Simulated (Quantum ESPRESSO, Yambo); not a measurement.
# TiO2 (Rutile): G0W0 in Yambo against the screening cutoff, part 2 of 2

Wanted: the cheapest screening cutoff that holds the gap of TiO2 (Rutile).

Yambo 5.3.0; PBE and many-body steps on it, plane waves. Known limits of the many-body steps: not at the basis limit; coarse k mesh.

So far. Step 2 (2 Ha): The gap on the mesh goes from 1.92 eV to 3.52 eV, a correction of +1.60 eV. Step 3 (3 Ha): Against the run before, the gap moves by −0.112 eV.

### 4. 6 Ha

Level of this step: G0W0 on PBE, plane waves, norm-conserving pseudopotentials (Yambo).

Contents of gw9.in:

```
HF_and_locXC
gw0
dyson
ppa
em1d
rim_cut
RandQpts= 1000000
RandGvec= 1 RL
EXXRLvcs= 76 Ry
VXCRLvcs= 304 Ry
Chimod= "HARTREE"
% BndsRnXp
 1 | 89 |
%
NGsBlkXp= 12 Ry
% LongDrXp
 1 | 1 | 1 |
%
% GbndRnge
 1 | 89 |
%
DysSolver= "n"
ExtendOut
PPAPntXp= 27.21138 eV
% QPkrange
 1 | 1 | 23 | 26 |
%
```

Run with:

```sh
> OMP_NUM_THREADS=2 mpirun -n 4 yambo -F gw9.in -J gw9 -C gw9 > gw9.log
```

Output:

```text
 Yambo, version 5.3.0

 [02] CORE Variables Setup
 =========================

  [... cell, symmetries and grids as in the set-up ...]

  [02.05] Energies & Occupations
  ==============================

  [X] === General ===
  [X] Electronic Temperature                        :  0.000000  0.000000 [eV K]
  [X] Bosonic    Temperature                        :  0.000000  0.000000 [eV K]
  [X] Finite Temperature mode                       : no
  [X] El. density                                   :  0.76964E+24 [cm-3]
[...]
Sx RL components                                 :   4695

   QP @ state[ 1 ] K range                          :  1  1
   QP @ state[ 1 ] b range                          :  23  26
   GF energies kind                                 : Perdew, Burke & Ernzerhof(X)+Perdew, Burke & Ernzerhof(C)
   GF WF`s kind                                     : Perdew, Burke & Ernzerhof(X)+Perdew, Burke & Ernzerhof(C)
   Xs energies kind                                 : Perdew, Burke & Ernzerhof(X)+Perdew, Burke & Ernzerhof(C)
   Xs WF`s kind                                     : Perdew, Burke & Ernzerhof(X)+Perdew, Burke & Ernzerhof(C)

 [11] Game Over & Game summary
```

Wall time 1.8 min (4 MPI ranks of Arm Neoverse V2, shared host); peak memory 2.7 GiB.

Numbers from this step:

| Quantity | Value |
| --- | --- |
| G0W0 gap on the points computed | 3.407 eV |
| starting gap on the mesh | 1.917 eV |
| k of the valence top | 0, 0, 0 |
| k of the conduction bottom | 0, 0, 0 |
| least direct G0W0 gap on the computed points | 3.407 eV |

Against the run before, the gap moves by −0.0002 eV.

### 5. 7.5 Ha

Contents of gw10.in:

```
HF_and_locXC
gw0
dyson
ppa
em1d
rim_cut
RandQpts= 1000000
RandGvec= 1 RL
EXXRLvcs= 76 Ry
VXCRLvcs= 304 Ry
Chimod= "HARTREE"
% BndsRnXp
 1 | 89 |
%
NGsBlkXp= 15 Ry
% LongDrXp
 1 | 1 | 1 |
%
% GbndRnge
 1 | 89 |
%
DysSolver= "n"
ExtendOut
PPAPntXp= 27.21138 eV
% QPkrange
 1 | 1 | 23 | 26 |
%
```

Run with:

```sh
> OMP_NUM_THREADS=2 mpirun -n 4 yambo -F gw10.in -J gw10 -C gw10 > gw10.log
```

Output:

```text
 Yambo, version 5.3.0

 [02] CORE Variables Setup
 =========================

  [... cell, symmetries and grids as in the set-up ...]

  [02.05] Energies & Occupations
  ==============================

  [X] === General ===
  [X] Electronic Temperature                        :  0.000000  0.000000 [eV K]
  [X] Bosonic    Temperature                        :  0.000000  0.000000 [eV K]
  [X] Finite Temperature mode                       : no
  [X] El. density                                   :  0.76964E+24 [cm-3]
[...]
Sx RL components                                 :   4695

   QP @ state[ 1 ] K range                          :  1  1
   QP @ state[ 1 ] b range                          :  23  26
   GF energies kind                                 : Perdew, Burke & Ernzerhof(X)+Perdew, Burke & Ernzerhof(C)
   GF WF`s kind                                     : Perdew, Burke & Ernzerhof(X)+Perdew, Burke & Ernzerhof(C)
   Xs energies kind                                 : Perdew, Burke & Ernzerhof(X)+Perdew, Burke & Ernzerhof(C)
   Xs WF`s kind                                     : Perdew, Burke & Ernzerhof(X)+Perdew, Burke & Ernzerhof(C)

 [11] Game Over & Game summary
```

Wall time 2.5 min (4 MPI ranks); peak memory 2.7 GiB; 19 min of CPU time.

This step gave:

```
G0W0 gap on the points computed              : 3.402 eV
starting gap on the mesh                     : 1.917 eV
k of the valence top                         : 0, 0, 0
k of the conduction bottom                   : 0, 0, 0
least direct G0W0 gap on the computed points : 3.402 eV
```

Against the run before, the gap moves by −0.006 eV.

### 6. 9.5 Ha

Contents of gw11.in:

```
HF_and_locXC
gw0
dyson
ppa
em1d
rim_cut
RandQpts= 1000000
RandGvec= 1 RL
EXXRLvcs= 76 Ry
VXCRLvcs= 304 Ry
Chimod= "HARTREE"
% BndsRnXp
 1 | 89 |
%
NGsBlkXp= 19 Ry
% LongDrXp
 1 | 1 | 1 |
%
% GbndRnge
 1 | 89 |
%
DysSolver= "n"
ExtendOut
PPAPntXp= 27.21138 eV
% QPkrange
 1 | 1 | 23 | 26 |
%
```

Run with:

```sh
> OMP_NUM_THREADS=2 mpirun -n 4 yambo -F gw11.in -J gw11 -C gw11 > gw11.log
```

Output:

```text
 Yambo, version 5.3.0

 [02] CORE Variables Setup
 =========================

  [... cell, symmetries and grids as in the set-up ...]

  [02.05] Energies & Occupations
  ==============================

  [X] === General ===
  [X] Electronic Temperature                        :  0.000000  0.000000 [eV K]
  [X] Bosonic    Temperature                        :  0.000000  0.000000 [eV K]
  [X] Finite Temperature mode                       : no
  [X] El. density                                   :  0.76964E+24 [cm-3]
[...]
Sx RL components                                 :   4695

   QP @ state[ 1 ] K range                          :  1  1
   QP @ state[ 1 ] b range                          :  23  26
   GF energies kind                                 : Perdew, Burke & Ernzerhof(X)+Perdew, Burke & Ernzerhof(C)
   GF WF`s kind                                     : Perdew, Burke & Ernzerhof(X)+Perdew, Burke & Ernzerhof(C)
   Xs energies kind                                 : Perdew, Burke & Ernzerhof(X)+Perdew, Burke & Ernzerhof(C)
   Xs WF`s kind                                     : Perdew, Burke & Ernzerhof(X)+Perdew, Burke & Ernzerhof(C)

 [11] Game Over & Game summary
```

Wall time 4.1 min (4 MPI ranks); peak memory 2.7 GiB.

Numbers from this step:

```
G0W0 gap on the points computed              : 3.390 eV
starting gap on the mesh                     : 1.917 eV
k of the valence top                         : 0, 0, 0
k of the conduction bottom                   : 0, 0, 0
least direct G0W0 gap on the computed points : 3.390 eV
```

Against the run before, the gap moves by −0.012 eV.

### 7. The runs together

Times are wall times on 4 MPI ranks of Arm Neoverse V2, shared host, good to a factor of about two.

| run | mesh | bands | screening cutoff (eV) | DFT gap (eV) | gap on the mesh (eV) | direct (eV) | time |
| --- | --- | --- | --- | --- | --- | --- | --- |
| 2 Ha | 4×4×4 | 89 | 54.4 | 1.917 | 3.519 | 3.519 | 58 s |
| 3 Ha | 4×4×4 | 89 | 81.6 | 1.917 | 3.407 | 3.407 | 62 s |
| 6 Ha | 4×4×4 | 89 | 163.3 | 1.917 | 3.407 | 3.407 | 1.8 min |
| 7.5 Ha | 4×4×4 | 89 | 204.1 | 1.917 | 3.402 | 3.402 | 2.5 min |
| 9.5 Ha | 4×4×4 | 89 | 258.5 | 1.917 | 3.390 | 3.390 | 4.1 min |

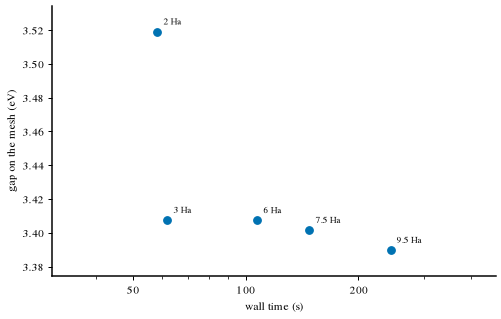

Result against wall time.

### 8. Summary of results

| Property | Result |
| --- | --- |
| 2 Ha | 3.519 eV |
| 3 Ha | 3.407 eV |
| 6 Ha | 3.407 eV |
| 7.5 Ha | 3.402 eV |
| 9.5 Ha | 3.390 eV |
| known limits | not at the basis limit; coarse k mesh |

The setting moved: screening cutoff. From 2 Ha to 9.5 Ha the gap moves by −0.13 eV, for 4.2 times the time. The last step still moves it by −0.012 eV. Bands and screening cutoff are coupled, so a series along one setting does not show full convergence. Bands and cutoff are finite, so the gap is not at the basis limit. The miss can reach some tenths of an eV and take either sign; the mesh is an error of its own. In the G0W0 runs levels were corrected at 1 k point alone, so a gap called «on the mesh» is the least over those, and an edge elsewhere would be missed. The 4×4×4 mesh is coarse for this cell, which bears on the long-range parts of exchange and screening.

[Paths, hosts, dates, memory and timing lines, banners, echoed tables and standing remarks are left out of the program output.]

[Logs are printed without paths, hosts, clocks, repeated set-up lines and the standing remarks that a program may print on its own settings, such as how far it seeks lower states.]

[Runs of the session that timed out or met a known fault of the program may be left out.]

[Hosts, paths, dates, database ids (printed as entryN), source tags and the programs' standing remarks are cut or masked in the printed files.]
